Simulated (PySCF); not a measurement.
Molecule: SMILES OB(O)S[Si](O)(O)O (H5BO5SSi). Atoms near the plane z = 0.0 Å, at the B3LYP/def2-SVP optimised geometry (x, y, z in Å): Si1 (-0.4, -0.9, 0.0), O2 (-0.8, 0.7, 0.0), O4 (1.3, -0.9, 0.0), H9 (-1.7, 0.9, -0.3), H11 (1.7, -0.2, -0.5).

Calculation: B3LYP/def2-TZVP run with PySCF. Cells within 0.4 Å of a nucleus heavier than hydrogen are left out (blank, or x). The values are rescaled to run from 0 to 1.

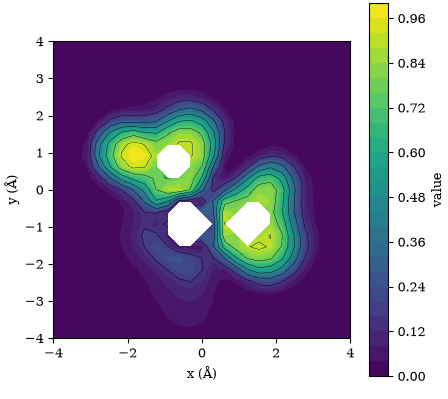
Figure: a field on the plane z = 0.0 Å.

**Question.** Which quantity is mapped?
A) log10 of the electron density
B) electron localisation function
C) an orbital amplitude
D) deformation density (molecule minus spherical neutral atoms)

**Answer.** B, electron localisation function
